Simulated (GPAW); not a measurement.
## MnGa7As8 (GaAs32 Mn2 d4p00): parallel and opposed starts

Aim: find out whether MnGa7As8 (GaAs32 Mn2 d4p00) carries moments, and which collinear order costs least.

Method: PBE with U = 4 eV on Mn d; plane waves with GPAW's PAW setups, scalar-relativistic, in GPAW 26.7.0.

## (1) Set-up

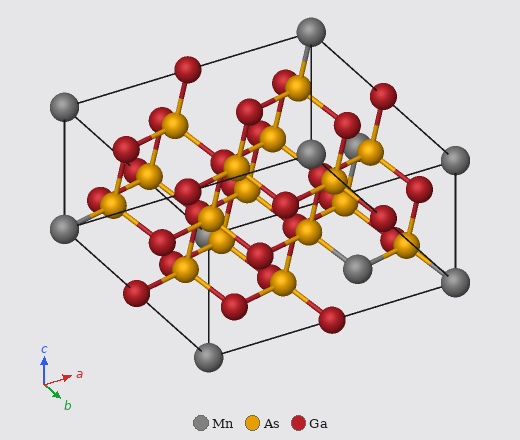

The cell as given, from a free direction (manganese grey, arsenic orange, gallium red). Bonds to atoms that aren't drawn are left out. Some periodic images of atoms are drawn too.

The cell is a made-up one and need not be a known phase.

## (2) Order 1, typed as ferro ++

The parallel start comes first: it fits the smallest cell, keeps the most symmetry and shows whether parallel moments form. A Hubbard U of customary size acts on the open shell; it was not fitted to this crystal.

File order1.py:

```python
import json
import numpy as np
from ase import Atoms
from ase.parallel import paropen, parprint
from gpaw import GPAW

atoms = Atoms(['Mn', 'As', 'Ga', 'As', 'Ga', 'As', 'Ga', 'As', 'Ga', 'As', 'Ga', 'As', 'Ga', 'As', 'Ga', 'As', 'Ga', 'As', 'Ga', 'As', 'Ga', 'As', 'Ga', 'As', 'Ga', 'As', 'Ga', 'As', 'Ga', 'As', 'Mn', 'As'],
    cell=[[11.306, 0.0, 0.0],
         [0.0, 11.306, 0.0],
         [0.0, 0.0, 5.653]],
    scaled_positions=[[0.0, 0.0, 0.0],
         [0.125, 0.125, 0.25],
         [0.0, 0.25, 0.5],
         [0.125, 0.375, 0.75],
         [0.25, 0.0, 0.5],
         [0.375, 0.125, 0.75],
         [0.25, 0.25, 0.0],
         [0.375, 0.375, 0.25],
         [0.0, 0.5, 0.0],
         [0.125, 0.625, 0.25],
         [0.0, 0.75, 0.5],
         [0.125, 0.875, 0.75],
         [0.25, 0.5, 0.5],
         [0.375, 0.625, 0.75],
         [0.25, 0.75, 0.0],
         [0.375, 0.875, 0.25],
         [0.5, 0.0, 0.0],
         [0.625, 0.125, 0.25],
         [0.5, 0.25, 0.5],
         [0.625, 0.375, 0.75],
         [0.75, 0.0, 0.5],
         [0.875, 0.125, 0.75],
         [0.75, 0.25, 0.0],
         [0.875, 0.375, 0.25],
         [0.5, 0.5, 0.0],
         [0.625, 0.625, 0.25],
         [0.5, 0.75, 0.5],
         [0.625, 0.875, 0.75],
         [0.75, 0.5, 0.5],
         [0.875, 0.625, 0.75],
         [0.75, 0.75, 0.0],
         [0.875, 0.875, 0.25]],
    pbc=True,
    magmoms=[4.5, 0.0, 0.0, 0.0, 0.0, 0.0, 0.0, 0.0, 0.0, 0.0, 0.0, 0.0, 0.0, 0.0, 0.0, 0.0, 0.0, 0.0, 0.0, 0.0, 0.0, 0.0, 0.0, 0.0, 0.0, 0.0, 0.0, 0.0, 0.0, 0.0, 4.5, 0.0])
atoms.calc = GPAW(mode={'name': 'pw', 'ecut': 450},
    xc='PBE',
    kpts={'size': (3, 3, 5), 'gamma': True},
    occupations={'name': 'fermi-dirac', 'width': 0.05},
    convergence={'density': 1e-05, 'energy': 1e-05},
    maxiter=200,
    mixer={'name': 'pulay', 'beta': 0.05, 'nmaxold': 6, 'weight': 50},
    setups={'Mn': ':d,4.0'},
    symmetry={'tolerance': 1e-4},
    txt='order1.txt')
e = atoms.get_potential_energy(force_consistent=True)
res = {'free_energy': e, 'energy_sigma0': atoms.get_potential_energy(), 'fermi_energy': atoms.calc.get_fermi_level()}
res['moments'] = atoms.get_magnetic_moments().tolist()
res['total'] = atoms.get_magnetic_moment()
parprint('site moments (muB):', np.round(res['moments'], 3))
parprint(f"total moment: {res['total']:.3f} muB")
parprint(f'free energy: {e:.6f} eV')
atoms.calc.write('order1.gpw')
with paropen('results.json', 'w') as f:
    json.dump(res, f)
```

The run is started by

```
$ OMP_NUM_THREADS=1 mpirun -n 4 gpaw python order1.py > order1.log
```

Numbers of over 12 decimals in the logs are rounded to 6 here.

What it wrote:

```text
site moments (muB): [ 4.226e+00 -7.100e-02  6.000e-03 -1.600e-02  6.000e-03 -1.600e-02
  1.000e-03 -2.100e-02  4.000e-03 -1.400e-02  1.700e-02 -5.700e-02
 -1.000e-03 -1.600e-02  4.000e-03 -1.600e-02  4.000e-03 -1.400e-02
 -1.000e-03 -1.600e-02  1.700e-02 -5.700e-02  4.000e-03 -1.600e-02
  1.000e-03 -7.100e-02  6.000e-03 -5.700e-02  6.000e-03 -5.700e-02
  4.226e+00 -1.390e-01]
total moment: 8.128 muB
free energy: -140.272768 eV

--- order1.txt ---
Input parameters:
  mode=PW(ecut=450),
  convergence={'density': 1e-05, 'energy': 1e-05},
  kpts=MonkhorstPack(size=(3, 3, 5), gamma=True),
  maxiter=200,
  mixer=Pulay(name='pulay', nmaxold=6, beta=0.05, weight=50, sigma=0.015, g_ss=None),
  occupations=Occupations(name='fermi-dirac', width=0.05),
  setups={'Mn': ':d,4.0'},
  symmetry=Symmetry(tolerance=0.0001),
  xc=XC(name='PBE')

Diagonalizing LCAO Hamiltonian
Converting LCAO to pw mode
        .---------------------------.
       /|                           |
      / |                           |
     /  |  As            As         |
    /   |       As            As    |
   /  Ga|           Ga              |
  /    As         As As         As  |
 *      .--Ga-------------Ga--------.
 |     / As As         As As       /
 | Ga /      Ga  Ga        Mn     /
 |   Ga Ga    As   Ga Ga    As   /
 |  /As            As           /
 | /      Ga            Ga     /
 |/                           /
 Mn------------Ga------------*

Atoms  # Å, Bohr magnetons
|    | symbol |        x |        y |        z |    initial magnetic moments |
|----|--------|----------|----------|----------|-----------------------------|
|  0 |     Mn | 0.000000 | 0.000000 | 0.000000 | ( 0.0000,  0.0000,  4.5000) |
|  1 |     As | 1.413250 | 1.413250 | 1.413250 | ( 0.0000,  0.0000,  0.0000) |
|  2 |     Ga | 0.000000 | 2.826500 | 2.826500 | ( 0.0000,  0.0000,  0.0000) |
|  3 |     As | 1.413250 | 4.239750 | 4.239750 | ( 0.0000,  0.0000,  0.0000) |
|  4 |     Ga | 2.826500 | 0.000000 | 2.826500 | ( 0.0000,  0.0000,  0.0000) |
|  5 |     As | 4.239750 | 1.413250 | 4.239750 | ( 0.0000,  0.0000,  0.0000) |
|  6 |     Ga | 2.826500 | 2.826500 | 0.000000 | ( 0.0000,  0.0000,  0.0000) |
|  7 |     As | 4.239750 | 4.239750 | 1.413250 | ( 0.0000,  0.0000,  0.0000) |
|  8 |     Ga | 0.000000 | 5.653000 | 0.000000 | ( 0.0000,  0.0000,  0.0000) |
|  9 |     As | 1.413250 | 7.066250 | 1.413250 | ( 0.0000,  0.0000,  0.0000) |
| 10 |     Ga | 0.000000 | 8.479500 | 2.826500 | ( 0.0000,  0.0000,  0.0000) |
| 11 |     As | 1.413250 | 9.892750 | 4.239750 | ( 0.0000,  0.0000,  0.0000) |
| 12 |     Ga | 2.826500 | 5.653000 | 2.826500 | ( 0.0000,  0.0000,  0.0000) |
| 13 |     As | 4.239750 | 7.066250 | 4.239750 | ( 0.0000,  0.0000,  0.0000) |
| 14 |     Ga | 2.826500 | 8.479500 | 0.000000 | ( 0.0000,  0.0000,  0.0000) |
| 15 |     As | 4.239750 | 9.892750 | 1.413250 | ( 0.0000,  0.0000,  0.0000) |
| 16 |     Ga | 5.653000 | 0.000000 | 0.000000 | ( 0.0000,  0.0000,  0.0000) |
| 17 |     As | 7.066250 | 1.413250 | 1.413250 | ( 0.0000,  0.0000,  0.0000) |
| 18 |     Ga | 5.653000 | 2.826500 | 2.826500 | ( 0.0000,  0.0000,  0.0000) |
| 19 |     As | 7.066250 | 4.239750 | 4.239750 | ( 0.0000,  0.0000,  0.0000) |
| 20 |     Ga | 8.479500 | 0.000000 | 2.826500 | ( 0.0000,  0.0000,  0.0000) |
| 21 |     As | 9.892750 | 1.413250 | 4.239750 | ( 0.0000,  0.0000,  0.0000) |
| 22 |     Ga | 8.479500 | 2.826500 | 0.000000 | ( 0.0000,  0.0000,  0.0000) |
| 23 |     As | 9.892750 | 4.239750 | 1.413250 | ( 0.0000,  0.0000,  0.0000) |
| 24 |     Ga | 5.653000 | 5.653000 | 0.000000 | ( 0.0000,  0.0000,  0.0000) |
| 25 |     As | 7.066250 | 7.066250 | 1.413250 | ( 0.0000,  0.0000,  0.0000) |
| 26 |     Ga | 5.653000 | 8.479500 | 2.826500 | ( 0.0000,  0.0000,  0.0000) |
| 27 |     As | 7.066250 | 9.892750 | 4.239750 | ( 0.0000,  0.0000,  0.0000) |
| 28 |     Ga | 8.479500 | 5.653000 | 2.826500 | ( 0.0000,  0.0000,  0.0000) |
| 29 |     As | 9.892750 | 7.066250 | 4.239750 | ( 0.0000,  0.0000,  0.0000) |
| 30 |     Mn | 8.479500 | 8.479500 | 0.000000 | ( 0.0000,  0.0000,  4.5000) |
| 31 |     As | 9.892750 | 9.892750 | 1.413250 | ( 0.0000,  0.0000,  0.0000) |

Unit cell  # Å
| periodic |         x |         y |        z |   lengths |    angles |
|----------|-----------|-----------|----------|-----------|-----------|
|      yes | 11.306000 |  0.000000 | 0.000000 | 11.306000 | 90.000000 |
|      yes |  0.000000 | 11.306000 | 0.000000 | 11.306000 | 90.000000 |
|      yes |  0.000000 |  0.000000 | 5.653000 |  5.653000 | 90.000000 |

Number of symmetries: 2

BZ-sampling:
  Number of BZ points: 45
  Number of IBZ points: 16

  Monkhorst-Pack size: [3, 3, 5]
  Monkhorst-Pack shift: [0, 0, 0]

K-points  # in reciprocal-cell coordinates
|     |                                coordinates |     weight |
|-----|--------------------------------------------|------------|
|   0 | (  0.00000000,   0.00000000,   0.00000000) | 0.02222222 |
|   1 | (  0.00000000,   0.00000000,   0.20000000) | 0.04444444 |
|   2 | (  0.00000000,   0.00000000,   0.40000000) | 0.04444444 |
|   3 | (  0.33333333,  -0.33333333,   0.00000000) | 0.04444444 |
|   4 | (  0.33333333,  -0.33333333,   0.20000000) | 0.08888889 |
|   5 | (  0.33333333,  -0.33333333,   0.40000000) | 0.08888889 |
|   6 | (  0.33333333,   0.00000000,  -0.40000000) | 0.08888889 |
|   7 | (  0.33333333,   0.00000000,  -0.20000000) | 0.08888889 |
|   8 | (  0.33333333,   0.00000000,   0.00000000) | 0.08888889 |
|   9 | (  0.33333333,   0.00000000,   0.20000000) | 0.08888889 |
| ... |                                            |            |
|  15 | (  0.33333333,   0.33333333,   0.40000000) | 0.04444444 |

Plane wave coefficients: 15715
Cutoff: 450.000000 eV

Spin-components: 2 (collinear spins)
Bands:           101
Projectors:      162
Spin-degeneracy: 1
Datatype:        complex128

Parallelization:
  kpt:    4
  domain: 1
  band:   1

Density:
  Valence electrons: 152.0
  Components: 2
  Grid points: [56 56 28]
  Charge: 0.0  # |e|

Potential:
  Grid points: [56 56 28]

species:
  Mn:
    name:    Manganese
    Z:       25.0
    valence: 15
    core:    10
    charge:  0.0  # [|e|]
    Hubbard: {U: 4.0,  # eV
              l: 2,
              scale: True}
    compensation charges:
      type: gauss
      rc: 0.38  # [Å]
      lmax: 2
    cutoffs:
      filter: 2.14  # [Å]
      core: 0.86  # [Å]
    projectors
    | kind |    occ | energy [eV] | rcut [Å] |
    |------|--------|-------------|----------|
    |   3s |  2.000 |     -85.859 |    1.275 |
    |   4s |  2.000 |      -5.106 |    1.275 |
    |   3p |  6.000 |     -54.597 |    1.281 |
    |   4p |  0.000 |      -1.371 |    1.281 |
    |   3d |  5.000 |      -6.771 |    1.138 |
    |    d |        |      20.441 |    1.138 |

    Using partial waves for Mn as LCAO basis

  As:
    name:    Arsenic
    Z:       33.0
    valence: 5
    core:    28
    charge:  0.0  # [|e|]
    compensation charges:
      type: gauss
      rc: 0.33  # [Å]
      lmax: 2
    cutoffs:
      filter: 1.87  # [Å]
      core: 2.96  # [Å]
    projectors
    | kind |    occ | energy [eV] | rcut [Å] |
    |------|--------|-------------|----------|
    |   4s |  2.000 |     -14.487 |    1.058 |
    |   4p |  3.000 |      -5.196 |    1.058 |
    |    s |        |      12.725 |    1.058 |
    |    p |        |      22.016 |    1.058 |
    |    d |        |       0.000 |    1.058 |

    Using partial waves for As as LCAO basis

  Ga:
    name:    Gallium
    Z:       31.0
    valence: 3
    core:    28
    charge:  0.0  # [|e|]
    compensation charges:
      type: gauss
      rc: 0.37  # [Å]
      lmax: 2
    cutoffs:
      filter: 2.06  # [Å]
      core: 4.17  # [Å]
    projectors
    | kind |    occ | energy [eV] | rcut [Å] |
    |------|--------|-------------|----------|
    |   4s |  2.000 |      -8.945 |    1.164 |
    |   4p |  1.000 |      -2.580 |    1.164 |
    |    s |        |      18.266 |    1.164 |
    |    p |        |      24.631 |    1.164 |
    |    d |        |       0.000 |    1.164 |

    Using partial waves for Ga as LCAO basis

Reference energy: -1787461.155153  # eV

eigensolver:
  PPCG
  Converge bands: occupied
  niter=2

density mixing:
  Pulay-Mixer
  Linear mixing parameters: 0.05
  Old densities: 6
  Fourier metric: weight=50, sigma=0.015

occupation numbers:
  Fermi-Dirac:
    width: 0.0500  # eV

poisson solver:
  ecut: 3600.000000  # eV

xc functional:
  name: PBE with 2 nearest neighbor stencil

convergence criteria:
- Maximum integral of absolute [dens]ity change: 1e-05 electrons / valence electron
- Maximum [total energy] change in last 3 cyles: 1e-05 eV / valence electron
- Maximum integral of absolute [eigenst]ate change: 4e-08 eV^2 / valence electron
maximum number of iterations: 200

SCF iterations
|iter     |      energy | eigst |  dens |  magmom |
|---------|-------------|-------|-------|---------|
|iter:   1|       0s | -141.438241 | -0.00 |       |  +9.0181|
|iter:   2|      16s | -141.186993 | -1.53 | -0.92 |  +8.9841|
|iter:   3|      33s | -140.369676 | -1.56 | -0.96 |  +8.8223|
|iter:   4|      50s | -140.207642 | -1.54 | -1.10 |  +8.5667|
|iter:   5|      67s | -140.262219 | -2.14 | -1.34 |  +8.4248|
|iter:   6|      83s | -140.286637 | -2.36 | -1.50 |  +8.2661|
|iter:   7|     104s | -140.262806 | -3.27 | -1.82 |  +8.2811|
|iter:   8|     121s | -140.251042 | -2.63 | -1.83 |  +8.1834|
|iter:   9|     138s | -140.249627 | -3.90 | -2.42 |  +8.1846|
|iter:  10|     155s | -140.250573c| -4.03 | -2.44 |  +8.1625|
[... 11 iterations left out ...]
|iter:  22|     353s | -140.251691c| -7.44c| -4.09 |  +8.1291|
|iter:  23|     365s | -140.251695c| -7.56c| -4.20 |  +8.1286|
|iter:  24|     374s | -140.251696c| -7.85c| -4.39 |  +8.1284|
|iter:  25|     382s | -140.251696c| -8.04c| -4.53 |  +8.1284|
|iter:  26|     390s | -140.251697c| -7.99c| -4.56 |  +8.1283|
|iter:  27|     399s | -140.251698c| -8.21c| -4.80 |  +8.1282|
|iter:  28|     407s | -140.251698c| -8.54c| -4.91 |  +8.1282|
|iter:  29|     416s | -140.251698c| -8.79c| -4.94 |  +8.1283|
|iter:  30|     424s | -140.251698c| -9.02c| -4.97 |  +8.1283|
|iter:  31|     433s | -140.251698c| -9.38c| -5.01c|  +8.1283|

Converged in 31 steps
Energy contributions relative to reference atoms: (reference = -1787461.155153)

Energy contributions:
  Kinetic:         448.273668
  Coulomb:        -395.357765
  Zero:              0.444751
  External:          0.000000
  Xc:             -193.591283
  Entropy:          -0.042139
  Spinorbit:         0.000000
  ----------------------------
  Free energy:    -140.272768
  Extrapolated:   -140.251698

dipole moment: (-111.972290, -111.972290, -111.852228)  # |e|*Ang

Total magnetic moment: (0.000000, 0.000000, 8.128258)

Local magnetic moments
|        x |        y |         z |
|----------|----------|-----------|
| 0.000000 | 0.000000 |  4.226409 |  # Mn   0
| 0.000000 | 0.000000 | -0.071206 |  # As   1
| 0.000000 | 0.000000 |  0.006433 |  # Ga   2
| 0.000000 | 0.000000 | -0.016203 |  # As   3
| 0.000000 | 0.000000 |  0.006433 |  # Ga   4
| 0.000000 | 0.000000 | -0.016203 |  # As   5
| 0.000000 | 0.000000 |  0.001269 |  # Ga   6
| 0.000000 | 0.000000 | -0.020837 |  # As   7
| 0.000000 | 0.000000 |  0.003523 |  # Ga   8
| 0.000000 | 0.000000 | -0.014381 |  # As   9
| 0.000000 | 0.000000 |  0.016738 |  # Ga  10
| 0.000000 | 0.000000 | -0.057295 |  # As  11
| 0.000000 | 0.000000 | -0.000723 |  # Ga  12
| 0.000000 | 0.000000 | -0.016203 |  # As  13
| 0.000000 | 0.000000 |  0.003523 |  # Ga  14
| 0.000000 | 0.000000 | -0.015521 |  # As  15
[...]
| 0.000000 | 0.000000 |  0.003523 |  # Ga  22
| 0.000000 | 0.000000 | -0.015521 |  # As  23
| 0.000000 | 0.000000 |  0.001269 |  # Ga  24
| 0.000000 | 0.000000 | -0.071206 |  # As  25
| 0.000000 | 0.000000 |  0.006433 |  # Ga  26
| 0.000000 | 0.000000 | -0.057295 |  # As  27
| 0.000000 | 0.000000 |  0.006433 |  # Ga  28
| 0.000000 | 0.000000 | -0.057295 |  # As  29
| 0.000000 | 0.000000 |  4.226409 |  # Mn  30
| 0.000000 | 0.000000 | -0.138741 |  # As  31

Fermi level: 4.651
Eigenvalues  # (at kpt = [0.000, 0.000, 0.000])
| band index |      eig [eV] | occ [0-1] |      eig [eV] | occ [0-1] |
|------------|---------------|-----------|---------------|-----------|
|          0 |       -76.529 |     1.000 |       -71.814 |     1.000 |
|        ... |               |           |               |           |
|         67 |         3.263 |     1.000 |         3.724 |     1.000 |
|         68 |         3.263 |     1.000 |         3.756 |     1.000 |
|         69 |         3.326 |     1.000 |         4.612 |     0.687 |
|         70 |         3.398 |     1.000 |         4.639 |     0.557 |
|         71 |         3.458 |     1.000 |         4.654 |     0.482 |
|         72 |         3.628 |     1.000 |         5.764 |     0.000 |
|         73 |         3.656 |     1.000 |         6.117 |     0.000 |
|         74 |         3.757 |     1.000 |         6.287 |     0.000 |
|         75 |         3.780 |     1.000 |         6.357 |     0.000 |
|         76 |         3.894 |     1.000 |         6.373 |     0.000 |
|         77 |         4.160 |     1.000 |         6.389 |     0.000 |
|         78 |         4.381 |     0.996 |         6.588 |     0.000 |
|         79 |         5.287 |     0.000 |         6.787 |     0.000 |
|         80 |         5.297 |     0.000 |         6.873 |     0.000 |
|         81 |         5.430 |     0.000 |         7.023 |     0.000 |
|         82 |         5.757 |     0.000 |         7.157 |     0.000 |
|        ... |               |           |               |           |
|        100 |         8.644 |     0.000 |         8.925 |     0.000 |

No gap
No difference between direct/indirect transitions
```

It took 7.7 min on 4 MPI ranks of AMD EPYC 9B14 (Zen 4), shared host; peak memory 2.7 GiB.

Spin moment in the augmentation sphere by element, in μB:

```csv
element,atoms,mean,spread (r.m.s.),least,largest
Mn,2,4.23,0.00,4.23,4.23
As,16,-0.04,0.03,-0.14,-0.01
Ga,14,0.01,0.01,0.00,0.02
```

The atoms farthest from the mean of their element:

```csv
atom,"x, y, z (Å)",spin moment in the augmentation sphere (μB)
As32,"9.89, 9.89, 1.41",-0.14
As2,"1.41, 1.41, 1.41",-0.07
As26,"7.07, 7.07, 1.41",-0.07
As10,"1.41, 7.07, 1.41",-0.01
As18,"7.07, 1.41, 1.41",-0.01
As24,"9.89, 4.24, 1.41",-0.02
As16,"4.24, 9.89, 1.41",-0.02
As4,"1.41, 4.24, 4.24",-0.02
```

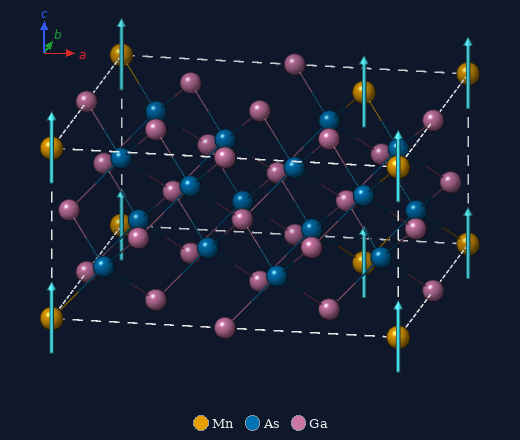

Spin moment in the augmentation sphere as arrows, the longest 4.23 μB. Up and down stand for the sign. Arrows give size and sign along the axis of quantisation, drawn up and down the page. Bonds to atoms that aren't drawn are left out. Some periodic images of atoms are drawn too.

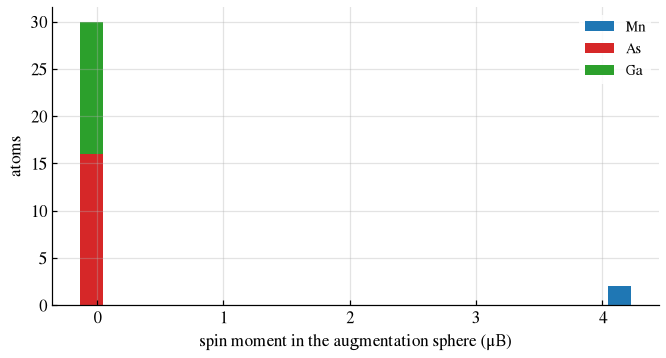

Spin moment in the augmentation sphere as a stacked histogram.

This step gave:

```yaml
magnetization: 8.128 μB
final_state: ferromagnetic
```

After 31 cycles the largest moment stands at 4.23 μB.

(Continued in part 2 of 2.)

[Logs and program files are shortened in this print: banners, set-up blocks, solver, clock and traceback lines can be left out without a mark of their own.]

[Logs are printed without paths, hosts, clocks, repeated set-up lines and the standing remarks that a program may print on its own settings, such as how far it seeks lower states.]

[Hosts, paths, dates, database ids (printed as entryN), source tags and the programs' standing remarks are cut or masked in the printed files.]

[Where a cell is said to come from a database of computed structures, the database is the Materials Project.]
